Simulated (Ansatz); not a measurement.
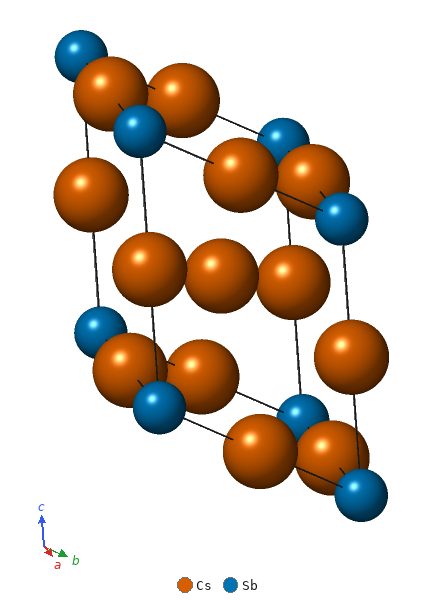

A spheres-only rendering, viewed slightly off an axis. The lines enclose the simulation cell; boundary atoms appear with their images.

```xyz
5
Lattice="-4.6054 4.6054 4.6054 4.6054 -4.6054 4.6054 4.6054 4.6054 -4.6054" Properties=species:S:1:pos:R:3 pbc="T T T"
Cs    2.3027    2.3027    2.3027
Cs    2.3027    2.3027   -2.3027
Cs   -2.3027    2.3027    6.9080
Cs    6.9080    2.3027    2.3027
Sb    0.0000    0.0000    0.0000
```

The calculation used DFT r2SCAN, scalar-relativistic, plane waves, PAW in Ansatz, with a 500 eV plane-wave basis, the zone sampled with 6×6×6 points, Gaussian smearing of 0.1 eV, no spin polarisation.

> What charge does Bader's analysis assign to each element?

Cs +0.53 e; Sb -2.13 e.

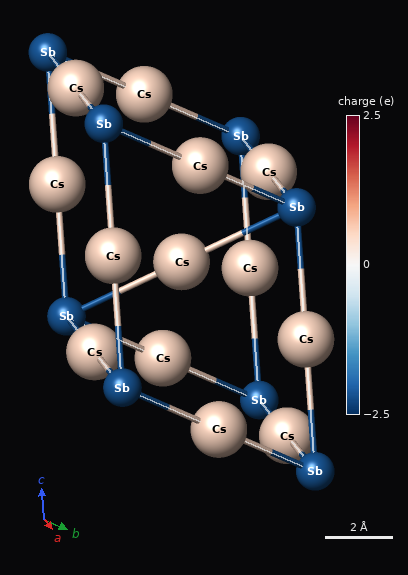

The atoms coloured by those charges.

Origin of the cell: a structure type filled with these elements by a generator (whether the compound takes this form wasn't checked). Earlier steps of the study may have refined or changed the cell and positions. It went into a calculation with Ansatz.
